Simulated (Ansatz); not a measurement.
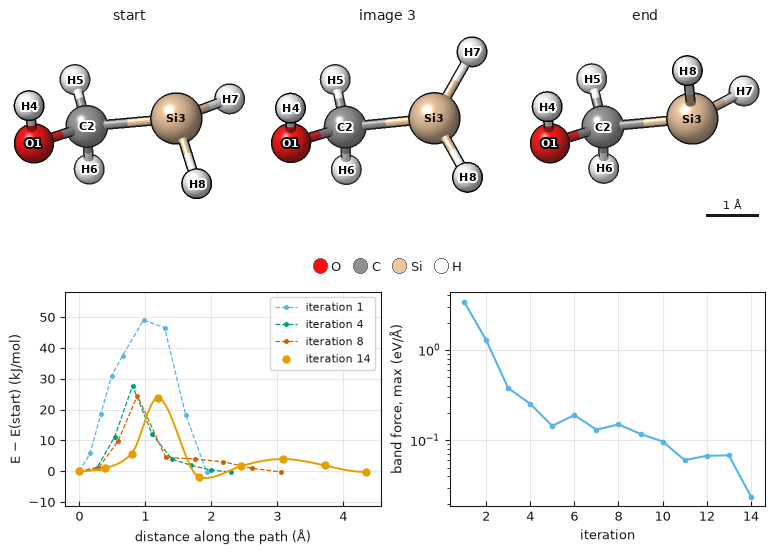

A nudged-elastic-band calculation for CH5OSi (multiplicity 2). Images are numbered from 0 (start) to 8 (end). The plot follows the band through its iterations. The picture is a ball-and-stick view, seen from a free direction.

Computed with UKS B3LYP/def2-SVP in Ansatz 0.2.0. Run with 7 movable images; climbing image; force threshold 0.05 eV/Å; iteration limit 60; starting path through a guess of the saddle point.

How did the profile develop, and is the result final?

Answer. The run is converged, with reservations. The band converged in 14 iterations. The largest component of the band force went from 3.4 to 0.024 eV/Å. The climbing image converged on the top of the path. Its vibrational analysis gives one imaginary mode (608i cm⁻¹), as a transition state must have. The first iteration put the highest image at 49.0 kJ/mol. Relative to the start the highest point is image 3 at +23.8 kJ/mol and the end lies at −0.2 kJ/mol, but the profile dips to −1.9 kJ/mol at image 4 on the way, so the process runs in steps.

The run took 5.1 min on 1 thread of Arm Neoverse V1 (shared host), peak memory 0.17 GiB.
